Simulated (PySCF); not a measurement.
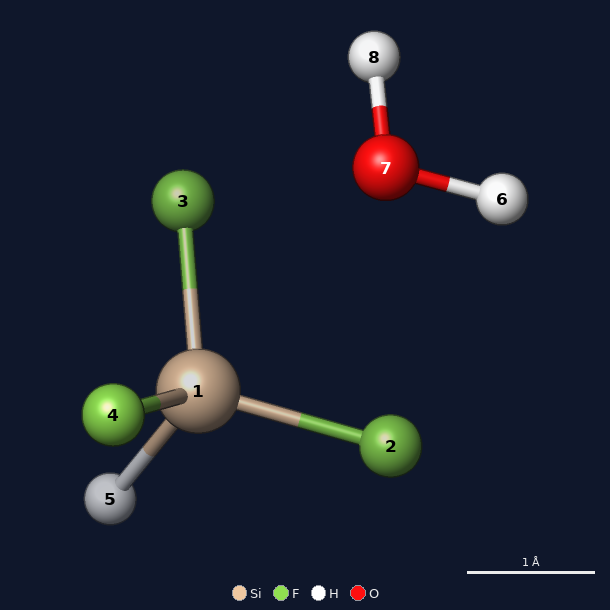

Orthographic view. Atoms fade into the background with distance from the viewer. The computed structure is the end point of a PBE0-D4/def2-TZVP optimisation. No frequency run is at hand to confirm it as a minimum.

Write the connection table.

Si1: F2, F3, F4, H5
F2: Si1
F3: Si1
F4: Si1
H5: Si1
H6: O7
O7: H6, H8
H8: O7
